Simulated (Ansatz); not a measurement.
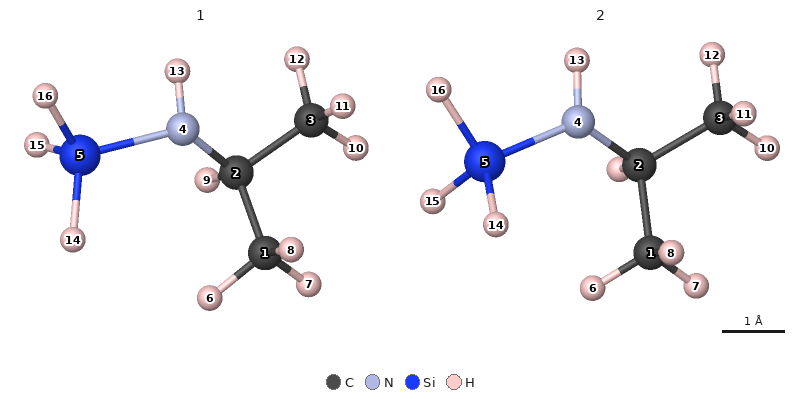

Two geometries of C3H11NSi (coarse preliminary run), drawn at one scale. One is the start of a relaxation, the other its converged end. The picture is a ball-and-stick view, seen at a tilt.

Level of theory: RKS PBE-D4/def2-SVP (Ansatz 0.2.0). (force threshold 0.03 eV/Å; at most 200 steps)

Which one is relaxed?

Answer. Structure 2 is the relaxed one. The start comes from a force field. The largest move after the best rigid fit is that of H15, 0.97 Å. By element the largest moves are H 0.97 Å, C 0.31 Å, N 0.21 Å, Si 0.15 Å. Some distances before and after: C2–N4 1.403 → 1.465 Å, C1–H8 1.049 → 1.110 Å, C1–H6 1.170 → 1.111 Å, N4–H13 0.966 → 1.024 Å. Bond angles that change, for instance: Si5–N4–H13 100.5° → 114.0°, N4–Si5–H15 105.4° → 115.1°, C1–C2–H9 112.3° → 107.2°. Groups turn about N4–Si5 by about 20°. The energy falls by 62.2 kJ/mol in 14 geometry steps. The largest force component goes from 3.7 to 0.029 eV/Å.
